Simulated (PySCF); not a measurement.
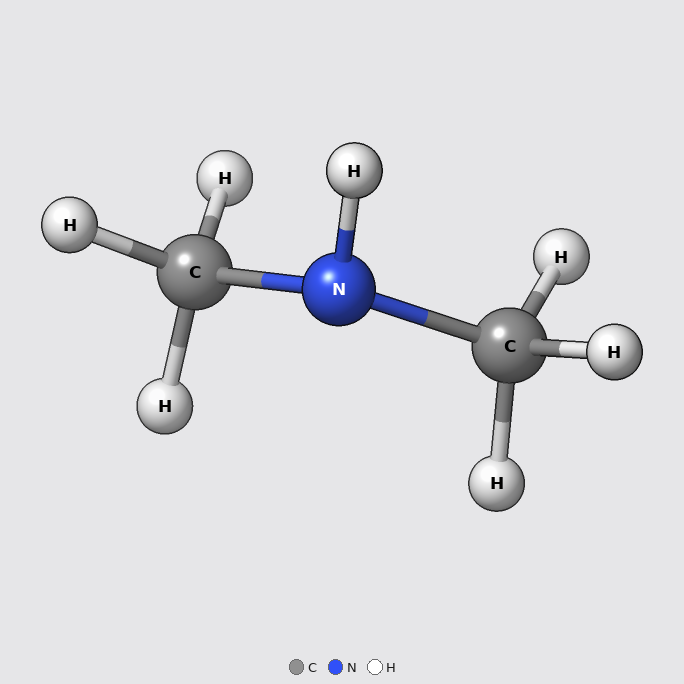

A ball-and-stick model of a molecule.

What does the picture show?

It has 10 atoms: 2 carbon, 7 hydrogen and 1 nitrogen (C2H7N). As SMILES it reads `CNC`. It has no ring. Among its groups: secondary amine. The point group is Cs. Coordination: 2 C tetrahedral; 1 N trigonal pyramidal.

More results for the same structure follow; atom numbers are the same in all pictures, views and colours differ. The computed structure is the end point of a PBE0-D3(BJ)/def2-SVP optimisation. No frequency run is at hand to confirm it as a minimum.

### Quadrupole coupling

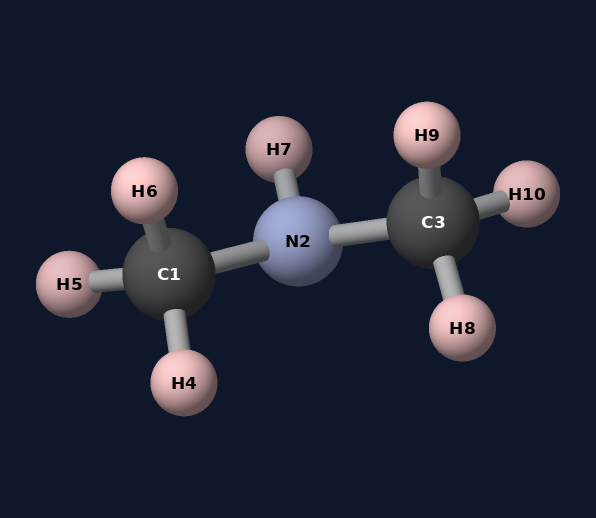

No frequency run is at hand to confirm it as a minimum. Electric field gradients from the ground-state density, PBE0/pcSseg-1 in acetone (IEF-PCM) (PySCF 2.14.0), non-relativistic apart from any core potentials.

Give the largest field-gradient component, the quadrupole coupling constant and the asymmetry for 14N at N2 (Q = 20.44 mb).

| atom | V_zz (a.u.) | e²qQ/h (MHz) | η |
| --- | --- | --- | --- |
| N2 | −1.249 | −6.00 | 0.12 |

### Polarisability

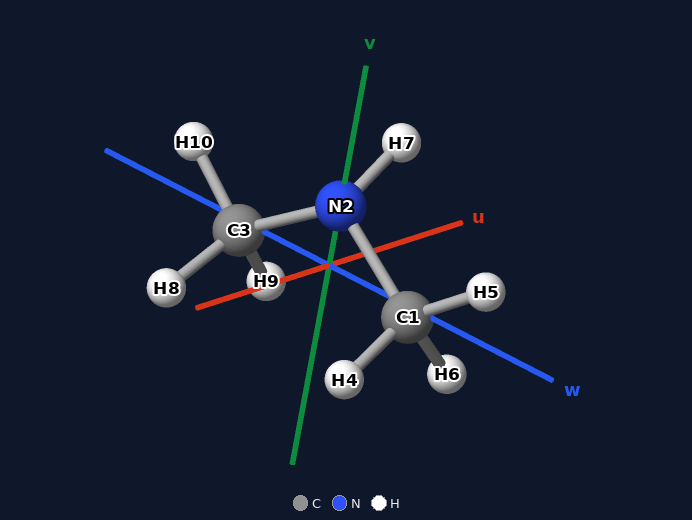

The lines u, v and w are the principal axes of the static dipole polarisability. No frequency run is at hand to confirm it as a minimum. Level of theory: CAM-B3LYP/def2-SVPD (PySCF 2.14.0).

> Along which axis is the molecule most polarisable, and along which least?

Most along w, least along u.

> Give the three principal values.

u 34.3, v 36.4, w 41.4 bohr³; mean 37.3, anisotropy 6.4 bohr³.

### Levels of theory compared

No frequency run is at hand to confirm it as a minimum. Program: PySCF 2.14.0.

Tabulate HOMO energy (eV), HOMO–LUMO gap (eV) at these levels: BHandHLYP/aug-pcX-1 (pcseg-1 on H); CAM-B3LYP/def2-SVPD; CAM-B3LYP/def2-SVPD in acetone (IEF-PCM); CAM-B3LYP/def2-SVPD in benzene (IEF-PCM); PBE0/pcSseg-1 in acetone (IEF-PCM); PBE0/pcSseg-1 in benzene (IEF-PCM); PBE0/pcSseg-1 in chloroform (IEF-PCM); WP04/pcSseg-1 in chloroform (IEF-PCM); ωB97X-D/pcSseg-1 in chloroform (IEF-PCM).

| level | HOMO energy (eV) | HOMO–LUMO gap (eV) |
| --- | --- | --- |
| BHandHLYP/aug-pcX-1 (pcseg-1 on H) | −7.79 | 8.75 |
| CAM-B3LYP/def2-SVPD | −7.80 | 9.24 |
| CAM-B3LYP/def2-SVPD in acetone (IEF-PCM) | −7.84 | 9.44 |
| CAM-B3LYP/def2-SVPD in benzene (IEF-PCM) | −7.80 | 9.33 |
| PBE0/pcSseg-1 in acetone (IEF-PCM) | −6.32 | 8.02 |
| PBE0/pcSseg-1 in benzene (IEF-PCM) | −6.26 | 7.90 |
| PBE0/pcSseg-1 in chloroform (IEF-PCM) | −6.29 | 7.96 |
| WP04/pcSseg-1 in chloroform (IEF-PCM) | −7.44 | 7.59 |
| ωB97X-D/pcSseg-1 in chloroform (IEF-PCM) | −8.21 | 11.74 |
